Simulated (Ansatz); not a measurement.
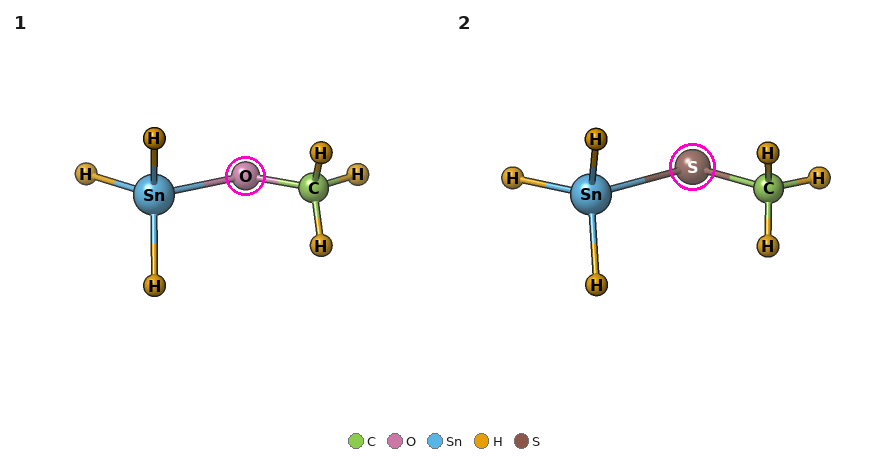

2 molecules with one skeleton, seen from the same side and at one scale; the atom that differs is circled. Charge 0, singlet. Computed geometries: PBE0-D4/def2-TZVP optimisations, one conformation each. Properties computed with Ansatz 0.2.0. Elements past Kr carry core potentials.

One atom differs, called X below: O in panel 1, S in panel 2. Their formulas are CH6OSn (`C[O][SnH3]`), CH6SSn (`C[S][SnH3]`).

**In which is the length of X–C larger (PBE0-D4/def2-TZVP)?**

In panel 2 (X = S).

**In which is the HOMO energy (Kohn–Sham orbital) higher (revPBE-D4/def2-TZVPP)?**

In panel 2 (X = S).

Give the values. With PBE0-D4/def2-TZVP: length of X–C (Å), length of X–Sn (Å), angle C–X–Sn (°). With revPBE-D4/def2-TZVPP: HOMO energy (Kohn–Sham orbital) (eV), HOMO–LUMO gap (eV). With ωB97M-V/def2-TZVPP: dipole moment (D).

```csv
quantity,1 (O),2 (S),2 − 1
length of X–C (Å),1.402,1.817,+0.415
length of X–Sn (Å),1.968,2.394,+0.426
angle C–X–Sn (°),119.0,99.5,−19.5
HOMO energy (Kohn–Sham orbital) (eV),−5.90,−5.48,+0.42
HOMO–LUMO gap (eV),4.82,4.33,−0.49
dipole moment (D),1.45,1.45,0.00
```
